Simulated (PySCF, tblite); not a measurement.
# CH₇BOSi₂ (triplet), a small gas-phase stand-in for a defect centre: EPR parameters

What EPR parameters should one expect for `CO[Si]B[SiH3]`? It is drawn as: twofold Si.

Programs: tblite 0.8.0 and PySCF 2.14.0. All values are calculated, for the isolated system unless a continuum is named. Atoms count from 0, parts from 1.

### Step 1. Starting point

12 atoms, charge 0, multiplicity 3; geometry: distance geometry start.

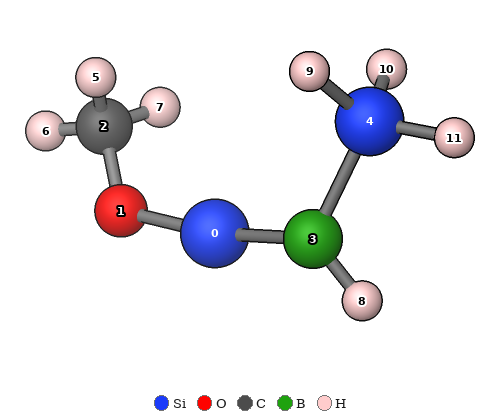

The starting geometry (silicon blue, oxygen red, carbon dark grey, boron green, hydrogen pink), atoms numbered.

### Step 2. Geometry optimisation with GFN2-xTB

What the job is given:

```
{"job": {"kind": "relax", "xc": "GFN2-xTB", "basis": "xTB"}, "charge": 0, "multiplicity": 3}
Si    -1.339116    -0.234930    -0.780416
O     -2.645468     0.015053     0.371279
C     -2.561771     0.837999     1.492265
B      0.309594    -0.573987    -1.786954
Si     1.932744     0.169887    -1.005000
H     -1.794353     0.474392     2.097184
H     -3.444827     0.804469     1.997921
H     -2.334886     1.822320     1.207285
H      0.224308    -0.500023    -2.935122
H      2.349965    -0.663794     0.086607
H      1.716974     1.481655    -0.541171
H      2.965628     0.180721    -1.989745
```

With the program's defaults for keys left out, this is: GFN2-xTB geometry optimisation, gas phase.

Command:

```
OMP_NUM_THREADS=1 python cluster_run.py task.json out
```

One launch serves the whole session: the jobs run in the order shown.

Standard output:

```text
step      E/eV     max force
  0    -390.36240    2.904
  1    -390.76694    1.851
  2    -391.01977    1.527
  3    -391.14974    1.399
  4    -391.29787    1.066
  5    -391.40509    0.792
  6    -391.45065    0.453
  7    -391.47294    0.347
  8    -391.49285    0.403
  9    -391.50787    0.446
 10    -391.52106    0.319
 11    -391.52778    0.193
 12    -391.53368    0.223
 13    -391.53934    0.285
 14    -391.54548    0.262
 15    -391.55069    0.187
 16    -391.55463    0.162
 17    -391.55835    0.170
 18    -391.56258    0.225
 19    -391.56679    0.209
 20    -391.57005    0.128
 21    -391.57240    0.129
 22    -391.57457    0.126
 23    -391.57716    0.130
 24    -391.57973    0.139
 25    -391.58178    0.121
 26    -391.58347    0.095
 27    -391.58512    0.130
 28    -391.58733    0.181
 29    -391.59115    0.225
 30    -391.59750    0.245
 31    -391.60623    0.272
 32    -391.61551    0.201
 33    -391.62261    0.192
 34    -391.62682    0.189
 35    -391.63178    0.187
 36    -391.63948    0.284
 37    -391.64903    0.293
 38    -391.65562    0.332
 39    -391.66321    0.344
 40    -391.66951    0.214
 41    -391.67523    0.183
 42    -391.67891    0.208
 43    -391.68443    0.231
 44    -391.68900    0.196
 45    -391.69321    0.168
 46    -391.69729    0.179
 47    -391.70139    0.180
 48    -391.70473    0.191
 49    -391.70671    0.120
 50    -391.70788    0.087
 51    -391.70852    0.061
 52    -391.70897    0.051
 53    -391.70932    0.069
 54    -391.70969    0.059
 55    -391.70988    0.032
 56    -391.70997    0.031
 57    -391.71004    0.031
 58    -391.71015    0.033
 59    -391.71033    0.042
 60    -391.71059    0.055
 61    -391.71090    0.051
 62    -391.71120    0.041
 63    -391.71145    0.042
 64    -391.71169    0.041
 65    -391.71195    0.047
 66    -391.71225    0.048
 67    -391.71256    0.063
 68    -391.71285    0.052
 69    -391.71308    0.045
 70    -391.71328    0.042
 71    -391.71347    0.036
 72    -391.71367    0.045
 73    -391.71385    0.039
 74    -391.71397    0.027
 75    -391.71407    0.023
 76    -391.71416    0.030
 77    -391.71428    0.033
 78    -391.71440    0.029
 79    -391.71452    0.023
 80    -391.71462    0.030
 81    -391.71471    0.031
 82    -391.71480    0.022
 83    -391.71487    0.021
 84    -391.71491    0.023
 85    -391.71496    0.020
 86    -391.71501    0.020
 87    -391.71504    0.014
 88    -391.71507    0.013
 89    -391.71509    0.014
 90    -391.71511    0.015
 91    -391.71515    0.022
 92    -391.71520    0.026
 93    -391.71526    0.021
 94    -391.71531    0.015
 95    -391.71534    0.011
 96    -391.71536    0.012
 97    -391.71537    0.011
 98    -391.71538    0.009
 99    -391.71539    0.009
100    -391.71540    0.009
101    -391.71541    0.009
102    -391.71541    0.007
```

Run time: 2.3 s. Hardware: 1 thread of Arm Neoverse V1, shared host.

Step by step:

| step | energy from step 0 (eV) | largest force (eV/Å) |
| --- | --- | --- |
| 0 | 0.0000 | 2.9040 |
| 4 | -0.9355 | 1.0654 |
| 8 | -1.1304 | 0.4025 |
| 12 | -1.1713 | 0.2231 |
| 16 | -1.1922 | 0.1612 |
| 20 | -1.2077 | 0.1286 |
| 24 | -1.2173 | 0.1395 |
| 28 | -1.2249 | 0.1815 |
| 32 | -1.2531 | 0.2008 |
| 36 | -1.2771 | 0.2845 |
| 40 | -1.3071 | 0.2142 |
| 44 | -1.3266 | 0.1963 |
| 48 | -1.3423 | 0.1911 |
| 52 | -1.3466 | 0.0507 |
| 56 | -1.3476 | 0.0320 |
| 60 | -1.3482 | 0.0552 |
| 64 | -1.3493 | 0.0414 |
| 68 | -1.3505 | 0.0522 |
| 72 | -1.3513 | 0.0456 |
| 76 | -1.3518 | 0.0298 |
| 80 | -1.3522 | 0.0299 |
| 84 | -1.3525 | 0.0225 |
| 88 | -1.3527 | 0.0124 |
| 92 | -1.3528 | 0.0263 |
| 96 | -1.3530 | 0.0124 |
| 100 | -1.3530 | 0.0086 |
| 102 | -1.3530 | 0.0079 |

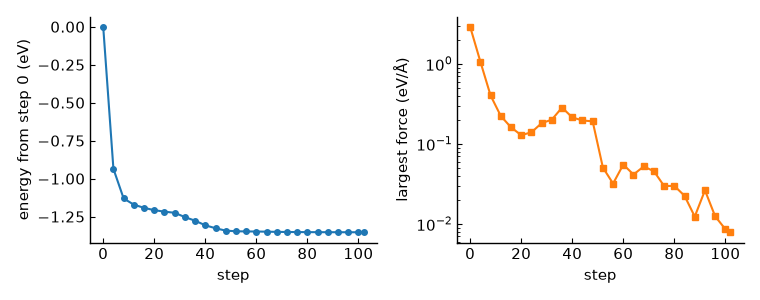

Energy and force, step by step.

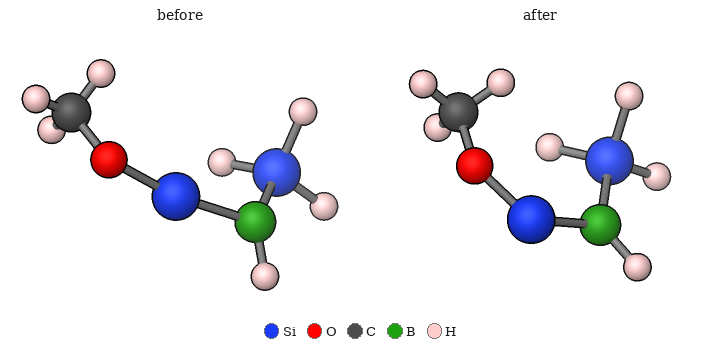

The geometry before (left) and after (right).

Distances of close pairs at the start and the end, largest changes first:

| bond | before (Å) | after (Å) | change (Å) |
| --- | --- | --- | --- |
| Si0–O1 | 1.759 | 1.624 | -0.135 |
| Si4–H10 | 1.408 | 1.485 | +0.077 |
| Si0–B3 | 1.961 | 1.887 | -0.075 |
| C2–H6 | 1.018 | 1.091 | +0.073 |
| Si4–H9 | 1.436 | 1.486 | +0.051 |
| C2–H5 | 1.043 | 1.092 | +0.049 |
| Si4–H11 | 1.427 | 1.474 | +0.047 |
| C2–H7 | 1.050 | 1.092 | +0.043 |

### Step 3. Optimising the geometry at PBE0-D3(BJ)/def2-SVP

What the job is given:

```
{"job": {"xc": "PBE0", "basis": "def2-SVP", "d3": "d3bj", "grid": 2, "kind": "geom", "shake": 0.01}, "charge": 0, "multiplicity": 3}
Si    -1.441779    -0.771999    -1.135188
O     -2.067174    -0.172251     0.252726
C     -1.538876     0.466412     1.367685
B      0.371754    -0.772593    -1.705183
Si     1.736107    -0.043569    -0.561820
H     -0.622382    -0.041361     1.715405
H     -2.259144     0.458929     2.168567
H     -1.245111     1.506947     1.127497
H      0.584463    -1.252633    -2.727407
H      2.028755    -0.842207     0.674613
H      1.429213     1.300016     0.022396
H      3.062665     0.136725    -1.182292
```

Standard output:

```text
step   0  E = -720.59584407  max force = 0.027200
step   1  E = -720.60188000  max force = 0.004558
step   2  E = -720.60212444  max force = 0.000905
step   3  E = -720.60213805  max force = 0.000570
step   4  E = -720.60214340  max force = 0.000453
step   5  E = -720.60214884  max force = 0.000372
optimisation converged
```

Wall time 70 s (1 thread of Arm Neoverse V1, shared host); peak memory 0.59 GiB.

Along the way:

| step | energy from step 0 (eV) | largest force component (eV/Å) |
| --- | --- | --- |
| 0 | 0.0000 | 1.3987 |
| 1 | -0.1642 | 0.2344 |
| 2 | -0.1709 | 0.0465 |
| 3 | -0.1713 | 0.0293 |
| 4 | -0.1714 | 0.0233 |
| 5 | -0.1716 | 0.0191 |

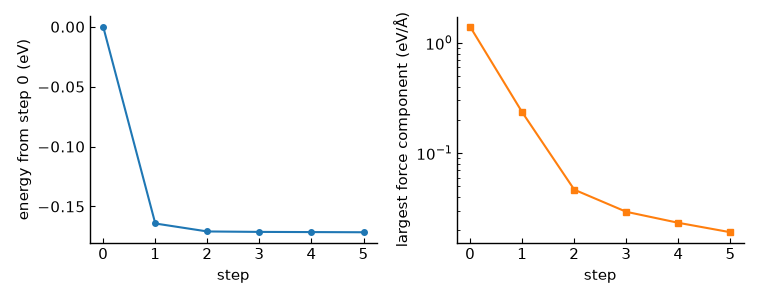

Energy and force, step by step.

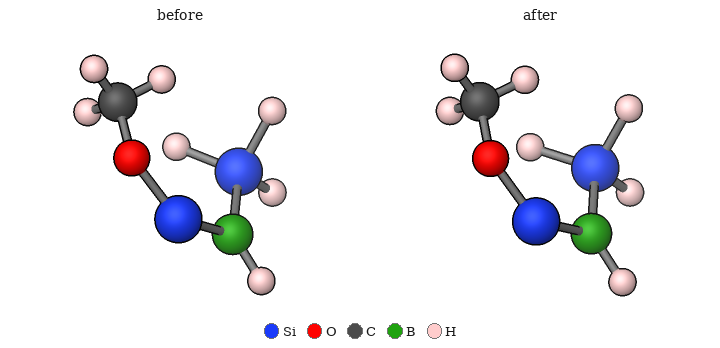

The geometry before (left) and after (right).

Distances of close pairs at the start and the end, largest changes first:

| bond | before (Å) | after (Å) | change (Å) |
| --- | --- | --- | --- |
| B3–Si4 | 1.924 | 2.009 | +0.085 |
| B3–H8 | 1.149 | 1.207 | +0.058 |
| Si0–B3 | 1.901 | 1.935 | +0.034 |
| Si4–H11 | 1.476 | 1.498 | +0.023 |
| C2–H6 | 1.077 | 1.100 | +0.022 |
| O1–C2 | 1.389 | 1.407 | +0.018 |
| Si0–O1 | 1.636 | 1.643 | +0.006 |
| C2–H7 | 1.108 | 1.102 | -0.006 |

The next job starts from the end point, and lists it.

| at the end point | value |
| --- | --- |
| point group (found at 0.08 Å tolerance) | C1 |
| rotational constants (GHz, main isotopes) | 4.312, 1.880, 1.341 |
| dipole moment (D) | 1.86 |
| ⟨S²⟩ | 2.005 |

### Step 4. EPR parameters: B3LYP/IGLO-III+pcH-1

What the job is given:

```
{"job": {"kind": "epr"}, "charge": 0, "multiplicity": 3}
Si    -1.468384    -0.776082    -1.125711
O     -2.033109    -0.161553     0.288953
C     -1.438111     0.439892     1.413205
B      0.396876    -0.772666    -1.641888
Si     1.788952     0.032208    -0.438399
H     -0.547633    -0.117369     1.748056
H     -2.171768     0.456568     2.232008
H     -1.136631     1.475473     1.188718
H      0.627737    -1.295133    -2.705301
H      2.024653    -0.813932     0.780338
H      1.396417     1.388303     0.070631
H      3.106897     0.184317    -1.134594
```

With the program's defaults for keys left out, this is: UKS B3LYP, IGLO-III on B C O Si, pcH-1 on H, non-relativistic, mean-field spin-orbit, GIAO.

Standard output:

```text
UKS, coarse grid
  cycle   1  E = -721.31005683  |g| = 5.40e-01
  cycle   2  E = -720.91198016  |g| = 1.12e+00
  cycle   3  E = -721.41170416  |g| = 1.40e-01
  cycle   4  E = -721.41790485  |g| = 8.51e-02
  cycle   5  E = -721.42312583  |g| = 1.40e-02
  cycle   6  E = -721.42323817  |g| = 4.02e-03
  cycle   7  E = -721.42324882  |g| = 1.36e-03
  cycle   8  E = -721.42325140  |g| = 5.83e-04
UKS, final grid
  cycle   1  E = -721.42321084  |g| = 7.60e-04
  cycle   2  E = -721.42321043  |g| = 1.35e-03
  cycle   3  E = -721.42321119  |g| = 1.93e-04
  cycle   4  E = -721.42321121  |g| = 5.75e-05
  cycle   5  E = -721.42321122  |g| = 2.42e-05
  cycle   6  E = -721.42321122  |g| = 3.56e-06
E = -721.42321122 Eh   <S^2> = 2.0042 (exact 2.0000)
g shifts (ppm)      1          2          3
  rmc          -127       -127       -127
  gc             32         49         26
  oz_so       -3275        -19        121
  total       -3369        -97         20
hyperfine (MHz)  atom isotope    a_iso     a_fc   dipolar eigenvalues
    0  29Si    -227.05    -228.06    -52.08     -5.92     58.00
    1   17O     -49.35     -49.33     -7.71      0.83      6.87
    2   13C       9.98       9.98     -1.66     -1.30      2.95
    3   11B      55.12      55.21    -19.73      5.45     14.28
    4  29Si     -15.75     -15.76     -6.77      3.12      3.66
    5    1H       0.79       0.79     -1.96     -0.87      2.83
    6    1H      -0.67      -0.67     -1.54     -1.12      2.67
    7    1H       2.58       2.58     -1.60     -1.06      2.65
    8    1H     -22.40     -22.38     -6.62     -3.77     10.39
    9    1H      22.53      22.53     -1.80     -0.88      2.69
   10    1H      11.37      11.37     -1.78     -1.04      2.82
   11    1H      21.33      21.33     -1.52     -0.83      2.35
zero-field splitting (cm-1)  D = 0.8031  E = 0.0094  (spin-spin 0.1582, spin-orbit 0.6710)
```

It took 94 s on 1 thread of Arm Neoverse V1, shared host; peak memory 1 GiB.

Principal g values 1.99895, 2.00222, 2.00234; g(iso) = 2.00117, against 2.00232 for a free electron.

Hyperfine couplings, nucleus by nucleus at this fixed geometry (no averaging over rotations):

| nuclei | isotope | a(iso) (MHz) | a(iso) (G, at g = 2.0023) | largest dipolar term (MHz) |
| --- | --- | --- | --- | --- |
| Si0 | 29Si | -227.0 | -81.0 | 58.0 |
| B3 | 11B | 55.1 | 19.7 | -19.7 |
| O1 | 17O | -49.4 | -17.6 | -7.7 |
| H9 | 1H | 22.5 | 8.0 | 2.7 |
| H8 | 1H | -22.4 | -8.0 | 10.4 |
| H11 | 1H | 21.3 | 7.6 | 2.4 |
| Si4 | 29Si | -15.7 | -5.6 | -6.8 |
| H10 | 1H | 11.4 | 4.1 | 2.8 |
| C2 | 13C | 10.0 | 3.6 | 3.0 |
| H7 | 1H | 2.6 | 0.9 | 2.7 |
| H5 | 1H | 0.8 | 0.3 | 2.8 |
| H6 | 1H | -0.7 | -0.2 | 2.7 |

Zero-field splitting: D = 0.803 cm⁻¹ (spin-spin 0.158, spin-orbit 0.671), E = 0.009 cm⁻¹.

Mulliken spin populations:

| atom | value (e) |
| --- | --- |
| Si0 | 1.14 |
| O1 | 0.03 |
| C2 | 0.02 |
| B3 | 0.77 |
| Si4 | 0.02 |
| H5 | 0.00 |
| H6 | 0.00 |
| H7 | 0.00 |
| H8 | -0.04 |
| H9 | 0.02 |
| H10 | 0.01 |
| H11 | 0.02 |

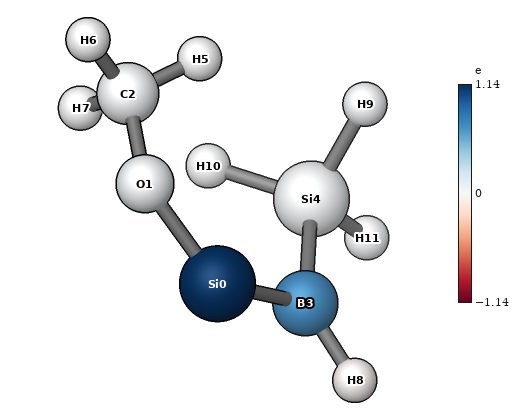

Mulliken spin populations, as colours on the atoms.

The fields below are evaluated on a grid from the run's orbitals.

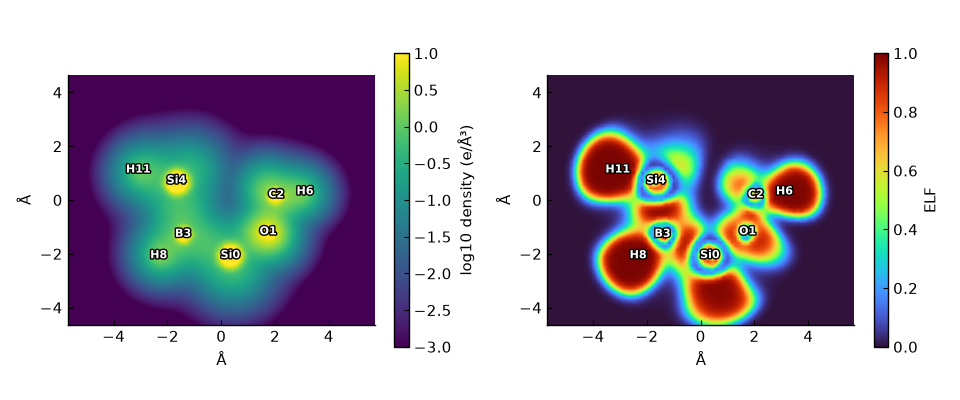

Density (left) and ELF (right) in a plane through or near 8 of the atoms.

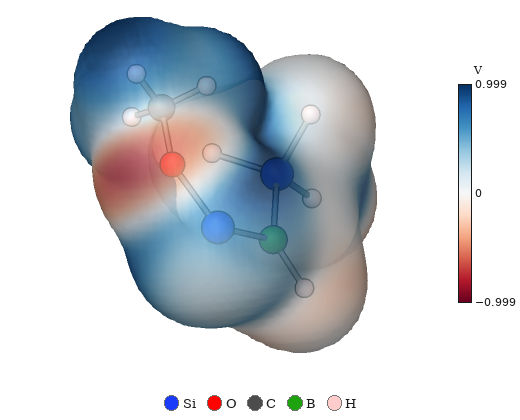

Electrostatic potential on the surface of density 0.002 e/bohr³; red is low, blue high. It runs from -0.58 V near O1 to 1.00 V near Si0.

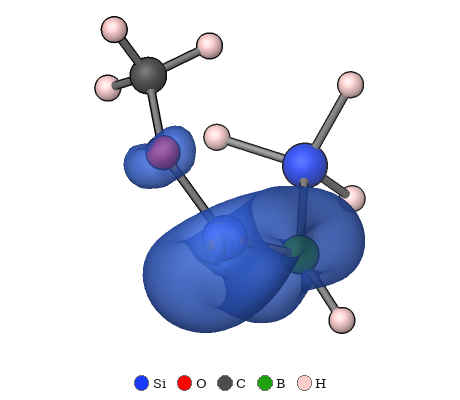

Spin density at ±0.05 e/Å³ (alpha excess blue, beta excess red).

### Step 5. EPR parameters: BHandHLYP/IGLO-III+pcH-1

Settings changed since step 4:

```diff
@@ -1,2 +1,2 @@
-{"job": {"kind": "epr"}, "charge": 0, "multiplicity": 3}
+{"job": {"kind": "epr", "xc": "BHandHLYP"}, "charge": 0, "multiplicity": 3}
 Si    -1.468384    -0.776082    -1.125711
```

Level: UKS BHandHLYP, IGLO-III on B C O Si, pcH-1 on H, non-relativistic, mean-field spin-orbit, GIAO.

Standard output:

```text
UKS, coarse grid
  cycle   1  E = -721.20445012  |g| = 4.47e-01
  cycle   2  E = -721.16594786  |g| = 5.82e-01
  cycle   3  E = -721.28518445  |g| = 5.90e-02
  cycle   4  E = -721.28692388  |g| = 2.55e-02
  cycle   5  E = -721.28744627  |g| = 6.66e-03
  cycle   6  E = -721.28752481  |g| = 2.99e-03
  cycle   7  E = -721.28755794  |g| = 1.57e-03
  cycle   8  E = -721.28756957  |g| = 8.24e-04
  cycle   9  E = -721.28757345  |g| = 3.52e-04
UKS, final grid
  cycle   1  E = -721.28754698  |g| = 2.27e-04
  cycle   2  E = -721.28754711  |g| = 1.79e-04
  cycle   3  E = -721.28754715  |g| = 9.25e-05
  cycle   4  E = -721.28754721  |g| = 5.94e-05
  cycle   5  E = -721.28754721  |g| = 1.34e-05
E = -721.28754721 Eh   <S^2> = 2.0063 (exact 2.0000)
g shifts (ppm)      1          2          3
  rmc          -126       -126       -126
  gc             33         46         30
  oz_so       -3386        -62         51
  total       -3479       -142        -45
hyperfine (MHz)  atom isotope    a_iso     a_fc   dipolar eigenvalues
    0  29Si    -241.37    -242.40    -54.13     -6.88     61.01
    1   17O     -49.83     -49.80     -7.26      0.69      6.57
    2   13C       9.37       9.37     -1.61     -1.24      2.85
    3   11B      58.58      58.68    -18.40      5.62     12.78
    4  29Si     -14.11     -14.12     -6.15      2.74      3.40
    5    1H       0.26       0.26     -1.94     -0.94      2.88
    6    1H      -0.70      -0.69     -1.51     -1.11      2.62
    7    1H       1.63       1.63     -1.59     -1.09      2.68
    8    1H     -23.62     -23.60     -6.48     -3.57     10.06
    9    1H      19.76      19.77     -1.72     -0.93      2.64
   10    1H       9.74       9.74     -1.70     -1.08      2.79
   11    1H      18.96      18.96     -1.41     -0.85      2.26
zero-field splitting (cm-1)  D = 0.7890  E = 0.0122  (spin-spin 0.1584, spin-orbit 0.6668)
```

It took 98 s on 1 thread of Arm Neoverse V1, shared host; peak memory 1 GiB.

In short: g(iso) 2.00110.

### Step 6. Side by side: EPR parameters

g, ⟨S²⟩ and isotropic hyperfine couplings (MHz), with basis size and wall time:

| run | g(iso) | ⟨S²⟩ | 29Si Si0 | 11B B3 | 17O O1 | 1H H9 | 1H H8 | functions | time |
| --- | --- | --- | --- | --- | --- | --- | --- | --- | --- |
| B3LYP/IGLO-III+pcH-1 | 2.00117 | 2.004 | -227.0 | 55.1 | -49.4 | 22.5 | -22.4 | 263 | 94 s |
| BHandHLYP/IGLO-III+pcH-1 | 2.00110 | 2.006 | -241.4 | 58.6 | -49.8 | 19.8 | -23.6 | 263 | 98 s |

### Step 7. Results

```
                                                                  quantity                    value
                                                               point group                       C1
                                      rotational constants (main isotopes)     4.31, 1.88, 1.34 GHz
                                                              D, E (B3LYP)        0.803, 0.009 cm⁻¹
                                                            g(iso) (B3LYP)                  2.00117
                                                                      ⟨S²⟩       2.004 (exact 2.00)
                                                            largest a(iso)  29Si on Si0, -227.0 MHz
potential on the surface of density 0.002 e/bohr³, 1st and 99th percentile       -0.58 V and 1.00 V
```

**Reading.** The start of the PBE0/def2-SVP relaxation was shaken at random by about 0.01 Å, so part of the energy gained, and of the first lengths quoted, undoes that. Relaxing lowered the energy by 0.172 eV in 5 steps; the close pair that moved most is B3–Si4, from 1.924 to 2.009 Å (PBE0/def2-SVP). The largest share of the spin, 1.14 e, sits on Si0. The isotropic g lies 1.1 ppt below the free-electron value. The coupling of 29Si on Si0 runs from -241.4 (BHandHLYP/IGLO-III+pcH-1) to -227.0 MHz (B3LYP/IGLO-III+pcH-1). The triplet was assumed; the singlet may lie lower. A capped cluster stands for the solid here, so long-range fields and strain are missing, and bands or shifts of the capping hydrogens have no counterpart in it.
